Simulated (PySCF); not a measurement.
## WOCl: frequency calculation

System: WOCl, multiplicity 2.
Method: UKS-based PBE0, W def2-TZVP with ECP60, O def2-TZVP, Cl def2-TZVP; non-relativistic Hamiltonian with a scalar-relativistic core potential; density fitting (PySCF 2.14.0).

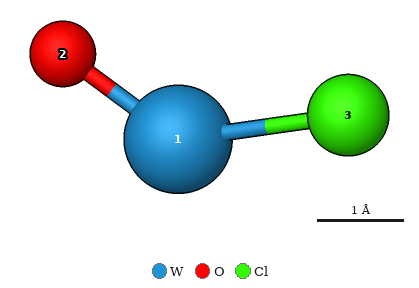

*The structure (ball-and-stick view, seen at a tilt; atoms are numbered from 1 in the order of the input). Sticks mark near contacts.*

Bond lengths as drawn: Cl–W 2.27 Å and O–W 1.68 Å.

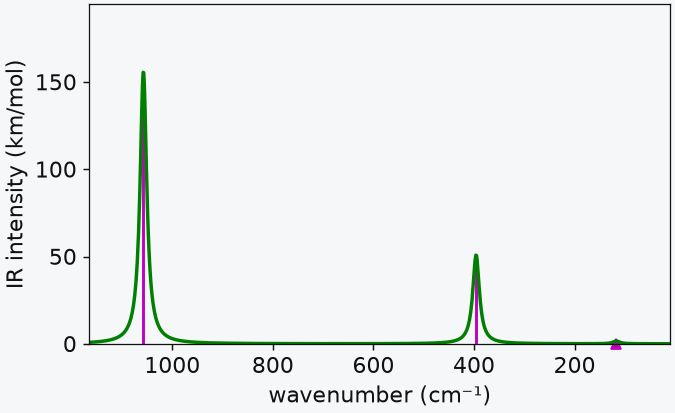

*Harmonic infrared spectrum, unscaled: sticks (degenerate modes added up, dark ones marked on the axis) with a Lorentzian envelope of 16 cm⁻¹ full width, scaled to the tallest stick.*

3 modes from 117 to 1057 cm⁻¹, none imaginary. The strongest line is at 1057 cm⁻¹ (156 km/mol). All modes, in cm⁻¹ (km/mol): 117 (1.6), 396 (51), 1057 (156).

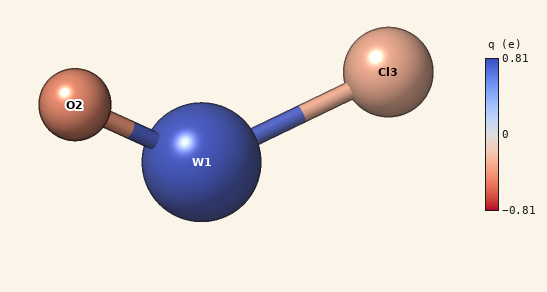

*Mulliken charges, as the colour of each atom (ball-and-stick view, seen at an oblique angle; atoms are numbered from 1 in the order of the input).*

By element: W +0.77, O −0.44 and Cl −0.33 e.

These pictures come from the run below.

## Input
```python
from pyscf import gto, scf, dft
mol = gto.M(atom='''
W     -0.195197     0.000000    -0.199110
O     -1.749368     0.000000     0.439315
Cl     1.826436     0.000000     0.829067''',
    basis={'W': 'def2-TZVP', 'O': 'def2-TZVP', 'Cl': 'def2-TZVP'},
    ecp={'W': 'def2-TZVP'},
    charge=0, spin=1)
mf = dft.UKS(mol, xc='PBE0')
mf.grids.atom_grid = (75, 302)
aux = {'W': 'def2-universal-JKFIT', 'O': 'def2-universal-JKFIT', 'Cl': 'def2-universal-JKFIT'}
mf = mf.density_fit(auxbasis=aux)
mf.conv_tol = 1e-09
mf.diis_space = 10
mf.max_cycle = 60
mf.verbose = 4
mf.kernel()
```

The script is an equivalent of the set-up of the self-consistent field. The run itself was carried out by a driver, which started from the orbitals of the step before it where there was one and computed the further properties.

Command:
```bash
OMP_NUM_THREADS=4 python axn.py task.json out
```

## Log
```
init E= -602.338431399577
  alpha nocc = 20  HOMO = -0.245316285534583  LUMO = -0.10456345669401
  beta  nocc = 19  HOMO = -0.261343867025616  LUMO = -0.110588333269151
  HOMO = -0.245316285535  LUMO = -0.110588333269  gap/eV = 3.66613
cycle= 1 E= -602.338431399578  delta_E= -7.96e-13  |g|= 1.03e-06  |ddm|= 2.68e-06
  alpha nocc = 20  HOMO = -0.245316077786572  LUMO = -0.104563119423341
  beta  nocc = 19  HOMO = -0.261343544824256  LUMO = -0.110588152263378
  HOMO = -0.245316077787  LUMO = -0.110588152263  gap/eV = 3.66613
Extra cycle  E= -602.338431399575  delta_E= 2.5e-12  |g|= 2.97e-06  |ddm|= 2.96e-06
converged SCF energy = -602.338431399575  <S^2> = 1.6376139  2S+1 = 2.7478092
```

## Key numbers

- outcome: converged
- total energy: −602.338431 hartree
- ⟨S²⟩: 1.638
- zero-point energy: 0.003577 hartree
- dipole moment: 1.66 D
- wavenumbers, lowest and highest: 117 and 1057 cm⁻¹
- hardware: 4 threads of Arm Neoverse V1, 24 GiB of memory available, shared host
- wall time: 48 s (CPU time 2.6 min)
- peak memory: 0.99 GiB

Checks after the run noted: spin contamination. ⟨S²⟩ is 1.64 against 0.75 for a pure state: the solution is spin-contaminated.
